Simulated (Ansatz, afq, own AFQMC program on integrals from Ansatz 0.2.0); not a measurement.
**GeH+ (singlet): quantum Monte Carlo beside coupled cluster at distance Ge1–H2 = 1.589 Å, cc-pVTZ**

Aim: compute GeH+ (singlet) with auxiliary-field quantum Monte Carlo on the same integrals as coupled cluster, and set the energies side by side.

Computed with Ansatz 0.2.0, Gaussian basis, and an in-house AFQMC program (afq) on its integrals; all values are calculated. Level: cc-pVTZ, frozen cores.

Plan: Full CI; PBE (unrestricted); r2SCAN (unrestricted); PBE0 (unrestricted); B3LYP (unrestricted); wB97M-V (unrestricted); B2PLYP (unrestricted); CCSD(T) on RHF; CCSDT(Q) on RHF; Phaseless AFQMC, CISD trial on RHF; Phaseless AFQMC, single-determinant trial on RHF; Free-projection AFQMC, CISD trial on RHF; UHF.

2 further runs of the same task are left out: 2 that didn't finish.

### 1 What is computed

The geometry derives from a PBE0/def2-TZVP stationary point (not a proven minimum). One bond is set to the value named and the two fragments are kept rigid. No spin-orbit coupling is included. The filled d shell of Ge may be among the frozen orbitals whatever the setting's name suggests; the logs give the count.

2 atoms, charge 1, spin multiplicity 1.

Atoms are counted from 1 here; the program's logs count them from 0.

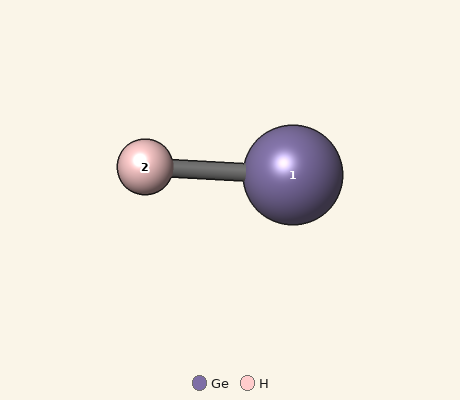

The structure; germanium purple, hydrogen pink; atoms are numbered from 1 in the order of the file.

As a file:

```xyz
2

Ge    0.0000    0.0000    0.0000
H     0.0000    0.0000    1.5886
```

### 2 Full CI

Input file in.yaml:

```yaml
crystal:
  periodic: [false, false, false]
  atoms:
    - {symbol: Ge, position_ang: [0.000000, 0.000000, 0.000000]}
    - {symbol: H, position_ang: [0.000000, 0.000000, 1.588631]}
basis:
  gaussian: {orbitals: cc-pVTZ}
total_charge: 1
correlation: {method: fci, electrons: outside_noble_gas}
```

Run with:

```sh
$ ansatz run in.yaml --threads 1 --pin off --events-out ev --progress --plain --max-ram 1382MiB
```

What it wrote:

```text
Functional definition: HF
  name "HF"
  cite "Fock, Z. Phys. 61, 126 (1930) doi:10.1007/BF01340294"
  parent pbe
  exchange = exact_x
  correlation = 0
590 factors; integrals over basis functions are off by at most 2.2e-7 eV
mean field evaluation 1: about -56481.4071 eV, gradient 8.9e0 eV
mean field evaluation 2: about -56481.4068 eV, gradient 8.9e0 eV
mean field evaluation 4: about -56481.7493 eV, gradient 8.1e-1 eV
mean field evaluation 8: about -56481.7521 eV, gradient 3.3e-4 eV
mean field -56481.75209462 eV, -2075.6661047705 hartree, gradient 2.3e-6 eV, S^2 0.000000; 0 other end points of the search recorded, 0 dependent functions left out
14 core orbitals not correlated: weight in the atoms' cores, before any rotation towards them, 1.000 or more for the frozen orbitals, at most 0.000 for the correlated occupied ones
reference -56481.75209462 eV, -2075.6661047705 hartree; 2, 2 occupied and 41, 41 virtual orbitals, 590 factors
state -56484.11113057 eV, -2075.7527977429 hartree
Total energy: -56484.11113057 eV, -2075.7527977429 hartree
```

It took 1.6 s on 1 thread of Arm Neoverse V1, shared host.

From the report: 208,065 determinants, symmetry A1.

### 3 PBE (unrestricted)

in.yaml: that of step 2 with these lines changed.

```diff
@@ -8,2 +8,4 @@
 total_charge: 1
-correlation: {method: fci, electrons: outside_noble_gas}
+magnetization: {spin_polarized: true, initial_magnetization: 0}
+hamiltonian: {xc: {name: PBE}}
+output: {orbitals: {seedname: orbitals}}
```

Launched as before.

What it wrote:

```text
Functional definition: PBE
  name "PBE"
  cite "Perdew, Burke & Ernzerhof, Phys. Rev. Lett. 77, 3865 (1996) doi:10.1103/PhysRevLett.77.3865"
  parent pbe
  parameter kappa = 0.804
  parameter beta = 0.06672455060314922
  exchange = pbe_x(kappa = kappa, mu = beta*pi^2/3)
  correlation = pbe_c(beta = beta)
417 factors; their error is unknown
mean field evaluation 1: about -56516.0975 eV, gradient 1.1e1 eV
mean field evaluation 2: about -56516.3242 eV, gradient 8.6e0 eV
mean field evaluation 4: about -56517.0058 eV, gradient 5.6e-1 eV
mean field evaluation 8: about -56517.0033 eV, gradient 9.6e-4 eV
mean field -56517.00328214 eV, -2076.9615620180 hartree, gradient 7.5e-6 eV, S^2 0.000000; 0 other end points of the search recorded, 0 dependent functions left out
reference -56517.00331129 eV, -2076.9615630890 hartree; 16, 16 occupied and 41, 41 virtual orbitals, 417 factors
Total energy: -56517.00331129 eV, -2076.9615630890 hartree
```

It took 0.81 s on 1 thread of Arm Neoverse V1, shared host.

From the report: ⟨S²⟩ of the determinant 0.000 (pure singlet: 0.00).

### 4 r2SCAN (unrestricted)

in.yaml: that of step 3 with these lines changed.

```diff
@@ -9,3 +9,2 @@
 magnetization: {spin_polarized: true, initial_magnetization: 0}
-hamiltonian: {xc: {name: PBE}}
-output: {orbitals: {seedname: orbitals}}
+hamiltonian: {xc: {name: r2SCAN}}
```

Same command.

What it wrote:

```text
Functional definition: r2SCAN
  name "r2SCAN"
  cite "Furness, Kaplan, Ning, Perdew & Sun, J. Phys. Chem. Lett. 11, 8208 (2020) doi:10.1021/acs.jpclett.0c02405"
  cite "Furness, Kaplan, Ning, Perdew & Sun, J. Phys. Chem. Lett. 11, 9248 (2020) doi:10.1021/acs.jpclett.0c03077"
  parent r2scan
  parameter k0 = 0.174
  parameter k1 = 0.065
  parameter a1 = 4.9479
  exchange = r2scan_x(k0 = k0, k1 = k1, a1 = a1)
  correlation = r2scan_c
417 factors; their error is unknown
mean field evaluation 1: about -56524.4759 eV, gradient 8.7e0 eV
mean field evaluation 2: about -56524.7550 eV, gradient 5.7e0 eV
mean field evaluation 4: about -56525.0692 eV, gradient 4.6e-1 eV
mean field evaluation 8: about -56525.0677 eV, gradient 4.8e-4 eV
mean field evaluation 16: about -56523.9366 eV, gradient 5.1e0 eV
mean field -56525.06771520 eV, -2077.2579244665 hartree, gradient 1.2e-5 eV, S^2 0.000000; 1 other end points of the search recorded, 0 dependent functions left out
reference -56525.06772643 eV, -2077.2579248792 hartree; 16, 16 occupied and 41, 41 virtual orbitals, 417 factors
Total energy: -56525.06772643 eV, -2077.2579248792 hartree
```

Run time: 2.4 s. Hardware: 1 thread of Arm Neoverse V1, shared host.

From the report: ⟨S²⟩ of the determinant 0.000 (pure singlet: 0.00).

### 5 PBE0 (unrestricted)

in.yaml: that of step 4 with these lines changed.

```diff
@@ -9,2 +9,3 @@
 magnetization: {spin_polarized: true, initial_magnetization: 0}
-hamiltonian: {xc: {name: r2SCAN}}
+hamiltonian: {xc: {name: PBE0}}
+output: {orbitals: {seedname: orbitals}}
```

Same command.

What it wrote:

```text
Functional definition: PBE0
  name "PBE0"
  cite "Adamo & Barone, J. Chem. Phys. 110, 6158 (1999) doi:10.1063/1.478522"
  cite "Perdew, Burke & Ernzerhof, Phys. Rev. Lett. 77, 3865 (1996) doi:10.1103/PhysRevLett.77.3865"
  parent pbe
  parameter a = 0.25
  parameter kappa = 0.804
  parameter beta = 0.06672455060314922
  exchange = (1 - a)*pbe_x(kappa = kappa, mu = beta*pi^2/3) + a*exact_x
  correlation = pbe_c(beta = beta)
358 factors; integrals over basis functions are off by at most 9.8e-4 eV
mean field evaluation 1: about -56517.8656 eV, gradient 8.4e0 eV
mean field evaluation 2: about -56518.2739 eV, gradient 4.1e0 eV
mean field evaluation 4: about -56518.4263 eV, gradient 5.4e-1 eV
mean field evaluation 8: about -56518.4273 eV, gradient 1.2e-2 eV
mean field evaluation 16: about -56517.1832 eV, gradient 4.8e0 eV
mean field -56518.42727463 eV, -2077.0138927768 hartree, gradient 3.9e-6 eV, S^2 0.000000; 1 other end points of the search recorded, 0 dependent functions left out
reference -56518.42729659 eV, -2077.0138935837 hartree; 16, 16 occupied and 41, 41 virtual orbitals, 358 factors
Total energy: -56518.42729659 eV, -2077.0138935837 hartree
```

Run time: 1.2 s. Hardware: 1 thread of Arm Neoverse V1, shared host.

From the report: ⟨S²⟩ of the determinant 0.000 (pure singlet: 0.00).

### 6 B3LYP (unrestricted)

in.yaml: that of step 5 with these lines changed.

```diff
@@ -9,3 +9,2 @@
 magnetization: {spin_polarized: true, initial_magnetization: 0}
-hamiltonian: {xc: {name: PBE0}}
-output: {orbitals: {seedname: orbitals}}
+hamiltonian: {xc: {name: B3LYP}}
```

The command is unchanged.

What it wrote:

```text
Functional definition: B3LYP
  name "B3LYP"
  cite "Stephens, Devlin, Chabalowski & Frisch, J. Phys. Chem. 98, 11623 (1994) doi:10.1021/j100096a001"
  cite "Becke, Phys. Rev. A 38, 3098 (1988) doi:10.1103/PhysRevA.38.3098"
  cite "Lee, Yang & Parr, Phys. Rev. B 37, 785 (1988) doi:10.1103/PhysRevB.37.785"
  cite "Vosko, Wilk & Nusair, Can. J. Phys. 58, 1200 (1980) doi:10.1139/p80-159"
  parameter a0 = 0.2
  parameter ax = 0.72
  parameter ac = 0.81
  exchange = (1 - a0 - ax)*slater_x + ax*b88_x + a0*exact_x
  correlation = (1 - ac)*vwn_rpa_c + ac*lyp_c
358 factors; integrals over basis functions are off by at most 9.8e-4 eV
mean field evaluation 1: about -56526.3754 eV, gradient 9.3e0 eV
mean field evaluation 2: about -56526.8226 eV, gradient 5.0e0 eV
mean field evaluation 4: about -56527.0560 eV, gradient 3.6e-1 eV
mean field evaluation 8: about -56527.0551 eV, gradient 1.1e-3 eV
mean field evaluation 16: about -56527.0551 eV, gradient 1.6e-5 eV
mean field -56527.05507604 eV, -2077.3309586304 hartree, gradient 1.6e-5 eV, S^2 0.000000; 1 other end points of the search recorded, 0 dependent functions left out
reference -56527.05524858 eV, -2077.3309649712 hartree; 16, 16 occupied and 41, 41 virtual orbitals, 358 factors
Total energy: -56527.05524858 eV, -2077.3309649712 hartree
```

Wall time 1.2 s (1 thread of Arm Neoverse V1, shared host).

From the report: ⟨S²⟩ of the determinant 0.000 (pure singlet: 0.00).

### 7 wB97M-V (unrestricted)

in.yaml: that of step 6 with these lines changed.

```diff
@@ -9,2 +9,3 @@
 magnetization: {spin_polarized: true, initial_magnetization: 0}
-hamiltonian: {xc: {name: B3LYP}}
+hamiltonian: {xc: {name: wB97M-V}}
+output: {orbitals: {seedname: orbitals}}
```

Same command.

What it wrote:

```text
Functional definition: wB97M-V
  name "wB97M-V"
  cite "Mardirossian & Head-Gordon, J. Chem. Phys. 144, 214110 (2016) doi:10.1063/1.4952647"
  cite "Becke, J. Chem. Phys. 107, 8554 (1997) doi:10.1063/1.475007"
  cite "Vydrov & Van Voorhis, J. Chem. Phys. 133, 244103 (2010) doi:10.1063/1.3521275"
  # Of w^i u^j: cxij and so on, Table III.
  parameter omega = 0.3/bohr
  parameter cx = 0.15
  parameter cx01 = 1.007
  parameter cx10 = 0.259
  parameter css00 = 0.443
  parameter css04 = -1.437
  parameter css10 = -4.535
  parameter css20 = -3.390
  parameter css43 = 4.278
  parameter cos00 = 1.000
  parameter cos10 = 1.358
  parameter cos20 = 2.924
  parameter cos21 = -8.812
  parameter cos60 = -1.390
  parameter cos61 = 9.142
  parameter b = 6.0
  parameter c = 0.01
  gx(w, u) = 1 - cx + cx01*u + cx10*w
  gss(w, u) = css00 + css04*u^4 + css10*w + css20*w^2 + css43*w^4*u^3
  gos(w, u) = cos00 + cos10*w + (cos20 + cos21*u)*w^2 + (cos60 + cos61*u)*w^6
  exchange = spin_sum(e_x_unif_sr(omega)*gx(b97_w, b97_u_x)) + cx*exact_x_sr(omega) + exact_x_lr(omega)
  correlation = spin_sum(e_c_pw_mod_same_spin*gss(b97_w, b97_u_same))
      + integral(e_c_pw_mod_opposite_spin*gos(b97_w_opposite, b97_u_opposite)) + vv10(b, c)
358 factors; integrals over basis functions are off by at most 9.8e-4 eV
92 factors; integrals over basis functions are off by at most 1.2e-4 eV
mean field evaluation 1: about -56522.1992 eV, gradient 7.2e0 eV
mean field evaluation 2: about -56522.5974 eV, gradient 1.7e0 eV
mean field evaluation 4: about -56522.6154 eV, gradient 3.6e-1 eV
mean field evaluation 8: about -56522.6156 eV, gradient 2.4e-3 eV
mean field -56522.61561537 eV, -2077.1678114599 hartree, gradient 3.0e-5 eV, S^2 0.000000; 0 other end points of the search recorded, 0 dependent functions left out
reference -56522.61565033 eV, -2077.1678127448 hartree; 16, 16 occupied and 41, 41 virtual orbitals, 358 factors
Total energy: -56522.61565033 eV, -2077.1678127448 hartree
```

Run time: 4.1 s. Hardware: 1 thread of Arm Neoverse V1, shared host.

From the report: ⟨S²⟩ of the determinant 0.000 (pure singlet: 0.00).

### 8 B2PLYP (unrestricted)

in.yaml: that of step 7 with these lines changed.

```diff
@@ -9,3 +9,3 @@
 magnetization: {spin_polarized: true, initial_magnetization: 0}
-hamiltonian: {xc: {name: wB97M-V}}
-output: {orbitals: {seedname: orbitals}}
+hamiltonian: {xc: {name: B2PLYP}}
+correlation: {electrons: outside_noble_gas}
```

The command is unchanged.

What it wrote:

```text
Functional definition: B2PLYP
  name "B2PLYP"
  cite "Grimme, J. Chem. Phys. 124, 034108 (2006) doi:10.1063/1.2148954"
  cite "Becke, Phys. Rev. A 38, 3098 (1988) doi:10.1103/PhysRevA.38.3098"
  cite "Lee, Yang & Parr, Phys. Rev. B 37, 785 (1988) doi:10.1103/PhysRevB.37.785"
  parameter a = 0.53
  parameter c = 0.27
  exchange = (1 - a)*b88_x + a*exact_x
  correlation = (1 - c)*lyp_c + c*(mp2_os + mp2_ss)
358 factors; integrals over basis functions are off by at most 9.8e-4 eV
mean field evaluation 1: about -56513.5500 eV, gradient 7.1e0 eV
mean field evaluation 2: about -56513.5539 eV, gradient 7.1e0 eV
mean field evaluation 4: about -56513.9616 eV, gradient 2.0e-1 eV
mean field evaluation 8: about -56513.9620 eV, gradient 2.2e-2 eV
mean field evaluation 16: about -56513.9399 eV, gradient 4.1e-1 eV
mean field -56513.96196629 eV, -2076.8497957220 hartree, gradient 7.4e-6 eV, S^2 0.000000; 2 other end points of the search recorded, 0 dependent functions left out
14 core orbitals not correlated: weight in the atoms' cores, before any rotation towards them, 1.000 or more for the frozen orbitals, at most 0.000 for the correlated occupied ones
reference -56513.96207541 eV, -2076.8497997321 hartree; 2, 2 occupied and 41, 41 virtual orbitals, 358 factors
second order -2.23291361 eV of doubles, -0.00000000 eV of singles
Total energy: -56514.56496209 eV, -2076.8719554088 hartree
```

Run time: 1.8 s. Hardware: 1 thread of Arm Neoverse V1, shared host.

From the report: ⟨S²⟩ of the determinant 0.000 (pure singlet: 0.00).

### 9 CCSD(T) on RHF

Input file in.yaml:

```yaml
crystal:
  periodic: [false, false, false]
  atoms:
    - {symbol: Ge, position_ang: [0.000000, 0.000000, 0.000000]}
    - {symbol: H, position_ang: [0.000000, 0.000000, 1.588631]}
basis:
  gaussian: {orbitals: cc-pVTZ}
total_charge: 1
magnetization: {spin_polarized: false}
correlation: {method: ccsd_t, electrons: outside_noble_gas, hamiltonian_folder: ham}
```

Launched as before.

What it wrote:

```text
Functional definition: HF
  name "HF"
  cite "Fock, Z. Phys. 61, 126 (1930) doi:10.1007/BF01340294"
  parent pbe
  exchange = exact_x
  correlation = 0
358 factors; integrals over basis functions are off by at most 9.8e-4 eV
mean field evaluation 1: about -56481.4075 eV, gradient 8.9e0 eV
mean field evaluation 2: about -56481.4071 eV, gradient 8.9e0 eV
mean field evaluation 4: about -56481.7498 eV, gradient 8.1e-1 eV
mean field evaluation 8: about -56481.7521 eV, gradient 3.4e-4 eV
mean field evaluation 16: about -56481.7521 eV, gradient 2.2e-6 eV
mean field -56481.75208863 eV, -2075.6661045507 hartree, gradient 2.2e-6 eV, S^2 0.000000; 0 other end points of the search recorded, 0 dependent functions left out
14 core orbitals not correlated: weight in the atoms' cores, before any rotation towards them, 1.000 or more for the frozen orbitals, at most 0.000 for the correlated occupied ones
reference -56481.75208863 eV, -2075.6661045507 hartree; 2, 2 occupied and 41, 41 virtual orbitals, 358 factors
second order -1.77102108 eV of doubles, -0.00000000 eV of singles
cycle   1  -2.12178148 eV  change   -3.5e-1 eV  update   5.5e-2
cycle   2  -2.30636973 eV  change   -1.8e-1 eV  update   2.4e-2
cycle   3  -2.31216187 eV  change   -5.8e-3 eV  update   5.1e-3
cycle   4  -2.31275923 eV  change   -6.0e-4 eV  update   1.3e-3
cycle   5  -2.31246938 eV  change    2.9e-4 eV  update   4.7e-4
cycle   6  -2.31239802 eV  change    7.1e-5 eV  update   1.5e-4
cycle   7  -2.31247208 eV  change   -7.4e-5 eV  update   3.6e-5
cycle   8  -2.31246672 eV  change    5.4e-6 eV  update   7.9e-6
cycle   9  -2.31246313 eV  change    3.6e-6 eV  update   2.1e-6
perturbative correction -0.03669652 eV, -0.0013485724 hartree
Total energy: -56484.10124829 eV, -2075.7524345757 hartree
```

It took 0.51 s on 1 thread of Arm Neoverse V1, shared host.

From the report: correlation -2.3492 eV; T1 0.010; largest double amplitude 0.07.

This run also writes the integrals to the folder ham.

### 10 CCSDT(Q) on RHF

in.yaml: that of step 9 with these lines changed.

```diff
@@ -9,2 +9,2 @@
 magnetization: {spin_polarized: false}
-correlation: {method: ccsd_t, electrons: outside_noble_gas, hamiltonian_folder: ham}
+correlation: {method: ccsdt_q, electrons: outside_noble_gas}
```

The command is unchanged.

What it wrote:

```text
Functional definition: HF
  name "HF"
  cite "Fock, Z. Phys. 61, 126 (1930) doi:10.1007/BF01340294"
  parent pbe
  exchange = exact_x
  correlation = 0
590 factors; integrals over basis functions are off by at most 2.2e-7 eV
mean field evaluation 1: about -56481.4071 eV, gradient 8.9e0 eV
mean field evaluation 2: about -56481.4068 eV, gradient 8.9e0 eV
mean field evaluation 4: about -56481.7493 eV, gradient 8.1e-1 eV
mean field evaluation 8: about -56481.7521 eV, gradient 3.3e-4 eV
mean field evaluation 16: about -56481.7521 eV, gradient 2.3e-6 eV
mean field -56481.75209462 eV, -2075.6661047705 hartree, gradient 2.3e-6 eV, S^2 0.000000; 0 other end points of the search recorded, 0 dependent functions left out
14 core orbitals not correlated: weight in the atoms' cores, before any rotation towards them, 1.000 or more for the frozen orbitals, at most 0.000 for the correlated occupied ones
reference -56481.75209462 eV, -2075.6661047705 hartree; 2, 2 occupied and 41, 41 virtual orbitals, 590 factors
second order -1.77103572 eV of doubles, -0.00000000 eV of singles
cycle   1  -2.12177895 eV  change   -3.5e-1 eV  update   5.8e-2
cycle   2  -2.35438653 eV  change   -2.3e-1 eV  update   2.6e-2
cycle   3  -2.35651333 eV  change   -2.1e-3 eV  update   5.2e-3
cycle   4  -2.35808276 eV  change   -1.6e-3 eV  update   1.9e-3
cycle   5  -2.35780197 eV  change    2.8e-4 eV  update   5.5e-4
cycle   6  -2.35743260 eV  change    3.7e-4 eV  update   2.0e-4
cycle   7  -2.35755757 eV  change   -1.2e-4 eV  update   8.1e-5
cycle   8  -2.35757044 eV  change   -1.3e-5 eV  update   2.3e-5
cycle   9  -2.35755541 eV  change    1.5e-5 eV  update   5.2e-6
cycle  10  -2.35755612 eV  change   -7.2e-7 eV  update   1.4e-6
cycle  11  -2.35755563 eV  change    4.9e-7 eV  update   4.2e-7
cycle  12  -2.35755567 eV  change   -4.3e-8 eV  update   1.2e-7
perturbative correction -0.00117160 eV, -0.0000430555 hartree
Total energy: -56484.11082189 eV, -2075.7527863989 hartree
```

Run time: 1.6 s. Hardware: 1 thread of Arm Neoverse V1, shared host.

From the report: correlation -2.3587 eV; T1 0.010; largest double amplitude 0.07.

### 11 Phaseless AFQMC, CISD trial on RHF

It reads the integrals that the CCSD(T) run on this determinant wrote.

Run with:

```sh
$ afq ham --method phaseless --trial cisd --walkers 60 --populations 1 --least-time 40 --time-step 0.005 --steps-per-block 50 --equilibration-blocks 28 --max-blocks 300 --target-error 0.00024 --factor-cut 1e-05 --seed 1640 --release-times 0.24,0.5,1,1.5 --release-step 0.02 --release-every 4 --taylor-order 6
```

What it wrote:

```text
orbitals 43  electrons 2 2  factors 298 of 358
reference energy -2075.66610455 Eh
CCSD correlation -0.08498141 Eh in 10 cycles, weight of the determinant in the CISD state 0.9314
energy of the start -2075.751086 Eh
 block  time / (1/Eh)  mean weight  energy / Eh
     1     0.250  1.0003  -2075.750881
     2     0.500  1.0003  -2075.750956
     3     0.750  0.9987  -2075.751460
     4     1.000  1.0002  -2075.752627
     5     1.250  1.0003  -2075.752267
     6     1.500  1.0001  -2075.753112
     7     1.750  1.0004  -2075.752094
     8     2.000  1.0009  -2075.752698
     9     2.250  0.9989  -2075.752493
    10     2.500  0.9998  -2075.753873
    13     3.250  1.0000  -2075.754194
    17     4.250  1.0004  -2075.751681
    21     5.250  1.0002  -2075.752172
    25     6.250  1.0002  -2075.751513
    29     7.250  1.0002  -2075.751239
    33     8.250  1.0008  -2075.752127
    37     9.250  0.9990  -2075.752836
    41    10.250  0.9995  -2075.750831
    45    11.250  0.9980  -2075.752172
    49    12.250  1.0006  -2075.753177
    53    13.250  0.9994  -2075.752808
    57    14.250  0.9989  -2075.753469
    61    15.250  1.0001  -2075.753039
    65    16.250  0.9992  -2075.752033
    69    17.250  1.0007  -2075.752660
    73    18.250  1.0014  -2075.752385
    77    19.250  1.0024  -2075.752489
    81    20.250  1.0008  -2075.752753
    85    21.250  1.0003  -2075.752301
    89    22.250  1.0005  -2075.751885
    93    23.250  0.9995  -2075.753674
    97    24.250  1.0001  -2075.752407
   101    25.250  0.9995  -2075.751763
   105    26.250  0.9999  -2075.751849
   109    27.250  0.9993  -2075.751889
   113    28.250  1.0018  -2075.752334
   117    29.250  1.0003  -2075.752722
   121    30.250  0.9996  -2075.753171
   125    31.250  1.0009  -2075.753356
   129    32.250  1.0013  -2075.753165
   133    33.250  0.9993  -2075.751900
   137    34.250  0.9996  -2075.752331
   141    35.250  1.0001  -2075.751900
   145    36.250  1.0010  -2075.753157
   149    37.250  1.0003  -2075.752252
   153    38.250  1.0010  -2075.752004
   157    39.250  0.9994  -2075.752512
   161    40.250  1.0012  -2075.752548
   165    41.250  0.9998  -2075.752616
   169    42.250  0.9995  -2075.752957
   173    43.250  1.0009  -2075.752630
   177    44.250  0.9997  -2075.753117
   181    45.250  0.9995  -2075.753389
   185    46.250  1.0004  -2075.753240
blocks merged  error / Eh  count
     1  0.000052  160
     2  0.000061  80
     4  0.000071  40
     8  0.000070  20
    16  0.000087  10
released: time / (1/Eh)  energy / Eh  error  mean overlap
  0.24  -2075.752488  0.000138  0.9999
  0.50  -2075.752604  0.000094  1.0163
  1.00  -2075.752668  0.000111  1.0217
  1.50  -2075.752742  0.000121  1.0213
energy -2075.752452 +/- 0.000071 Eh
```

It took 95 s on 1 thread of Arm Neoverse V1, shared host.

Energy -56484.1017 ± 0.0019 eV. Caveats: constraint bias not in the error.

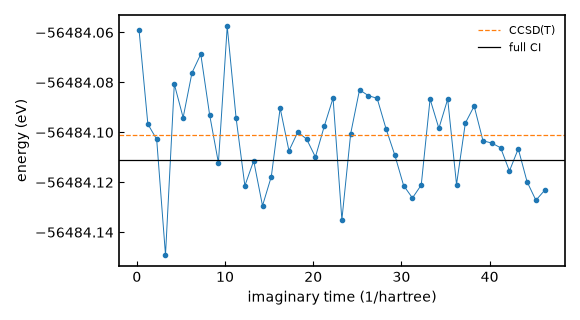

Block energies along the walk.

(Part 1 of 2 ends here.)
